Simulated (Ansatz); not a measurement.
System: C3H8OS (SMILES CCC(O)S).

Input

```
crystal:
  periodic: [false, false, false]
  atoms:
    - { symbol: C, position_ang: [-1.2537, 0.9927, 0.3125] }
    - { symbol: C, position_ang: [0.0711, 0.648, -0.2278] }
    - { symbol: C, position_ang: [0.3904, -0.7987, 0.0866] }
    - { symbol: O, position_ang: [-0.4172, -1.6609, -0.5436] }
    - { symbol: S, position_ang: [2.1021, -1.2082, -0.4758] }
    - { symbol: H, position_ang: [-1.5112, 2.1038, 0.0725] }
    - { symbol: H, position_ang: [-1.3288, 0.9102, 1.3903] }
    - { symbol: H, position_ang: [-2.0513, 0.4489, -0.1649] }
    - { symbol: H, position_ang: [0.0764, 0.8228, -1.2712] }
    - { symbol: H, position_ang: [0.8187, 1.3327, 0.2318] }
    - { symbol: H, position_ang: [0.3571, -0.9772, 1.2001] }
    - { symbol: H, position_ang: [0.0849, -2.37, -0.8947] }
    - { symbol: H, position_ang: [2.682, -0.2788, 0.2992] }
basis:
  gaussian:
    orbitals: def2-SVPD
hamiltonian:
  xc: b3lyp
output:
  orbitals: {}
```

Run with:

```sh
python c3h8os_energy.py
```

Level of theory: SCF B3LYP, Gaussian basis (Ansatz).

Q: What will maps of the electron density and electron localisation function show?

A: C–C (1.47 Å): the density is about 1.8 e/Å³ at the midpoint; the ELF peaks at about 0.95 between the atoms; a covalent bond.
C–S (1.85 Å): the density is about 1.2 e/Å³ at the midpoint; the ELF peaks at about 0.95 between the atoms; a shared electron pair.
C–C (1.51 Å): ρ at the midpoint is about 1.7 e/Å³; the ELF peaks at about 1 between the atoms (a shared electron pair).

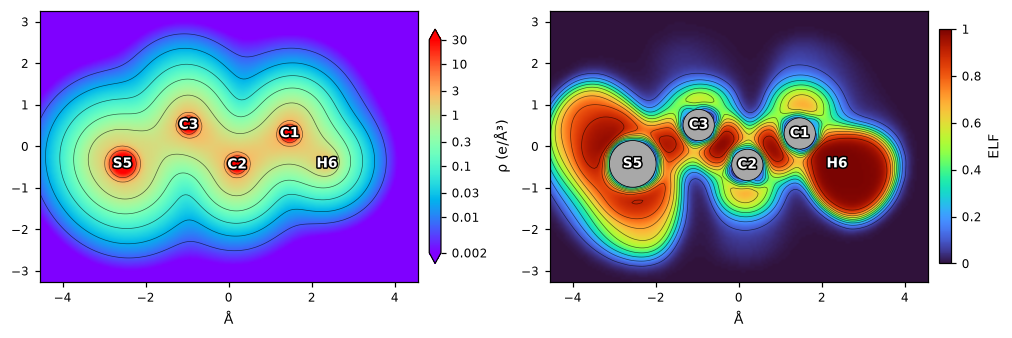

Computed electron density and electron localisation function on the plane of atoms C1, C2 and C3, in this order. Grey discs cover the atomic cores in the ELF map. 
